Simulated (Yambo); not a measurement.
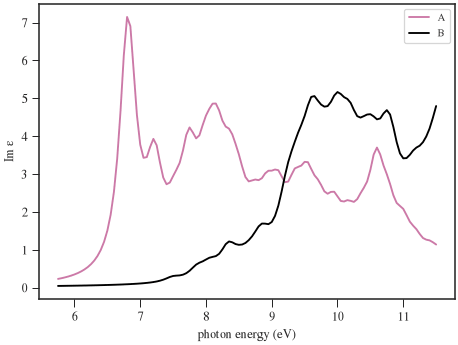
Two computed absorption spectra of LiBr (wurtzite, space group P6_3mc, No. 186) under isotropic strain of -0.7 % on all lattice vectors (Yambo, PBEsol bands with the same scissor, field along x)

Axes are Cartesian, with cell vectors (Å) (4.11, 0.00, 0.00), (-2.05, 3.56, 0.00), (0.00, 0.00, 6.57).

Q: Which curve includes the electron-hole attraction (BSE)?

A: Curve A: the attraction moves weight to lower energy (centre of the plotted range 8.6 eV against 10.0 eV). Settings: 9×9×4 mesh, 6 valence and 4 conduction bands, static screening with 46 bands and a 4 Ry block, scissor 2.53 eV, Tamm-Dancoff. The scissor comes from a G0W0 run whose convergence isn't established. Broadening 0.15 eV. The band window holds all transitions up to 11.5 eV. On this mesh the peak heights and the fine structure are mesh artefacts; only the shift of weight is robust.

Spin-orbit coupling is not included.

Geometry strained from the cell relaxed with PBEsol, atoms relaxed again; primitive cell a = b = 4.106 Å, c = 6.568 Å, α = β = 90.00°, γ = 120.00°.

This is not the ordinary phase of the substance; no match was found in the copy of COD used, and its stability was not checked.
